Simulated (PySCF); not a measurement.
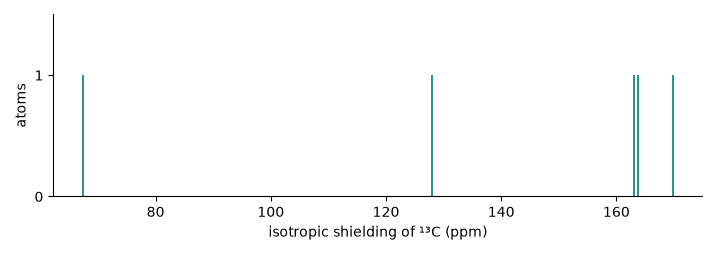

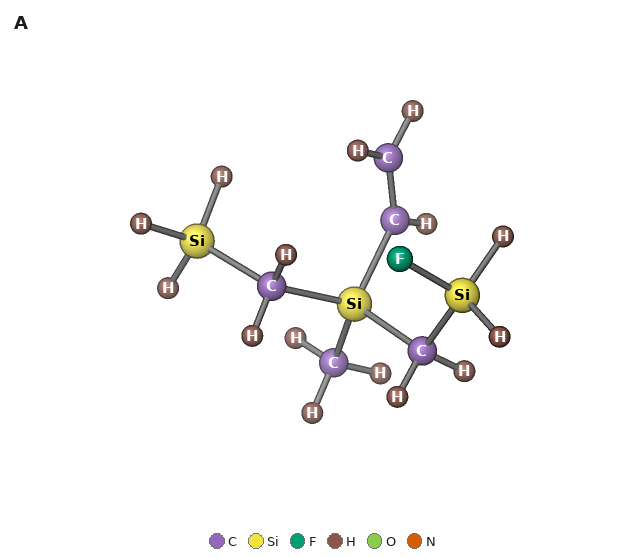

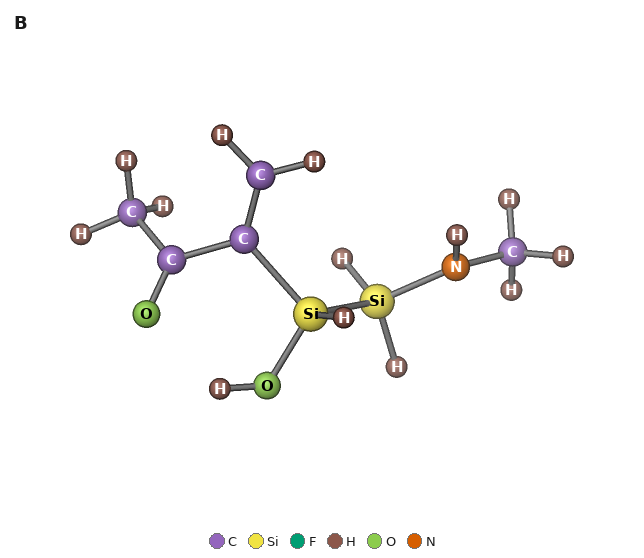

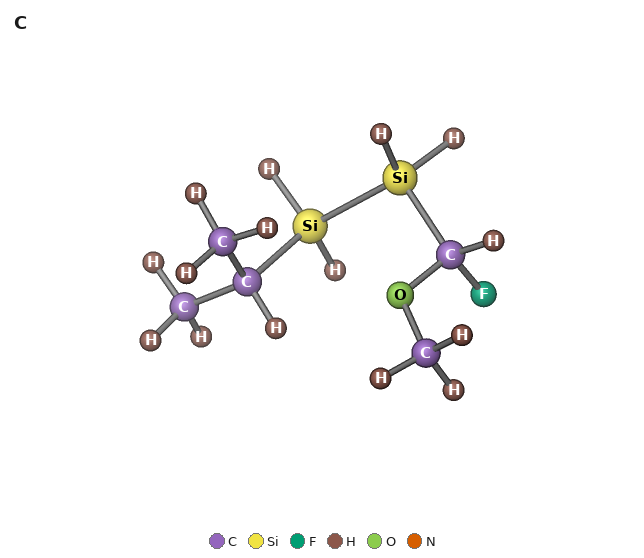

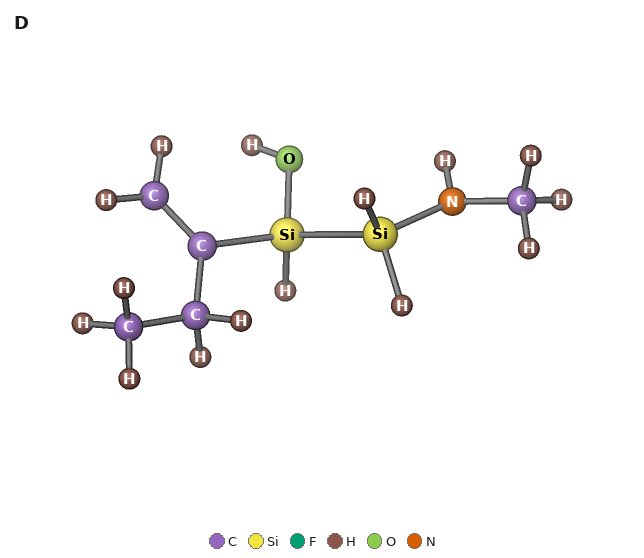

The sticks are computed shieldings of one of the molecules, for one fixed geometry (GFN2-xTB) without averaging over rotations. Low shielding means a high chemical shift. Method: GIAO PBE0/pcSseg-1 NMR shielding, non-relativistic, gas phase (PySCF 2.14.0).

> Which molecule gives this pattern?

C, `CO[C@@H](F)[SiH2][SiH2]C(C)C`. Its 5 C atoms give lines at 67.3, 127.9, 163.0, 163.7, 169.8 ppm.

The geometry is semi-empirical. Around Si such bond lengths and angles can be off by a tenth of an ångström or more and by several degrees, and values that hang on the shape move with them.
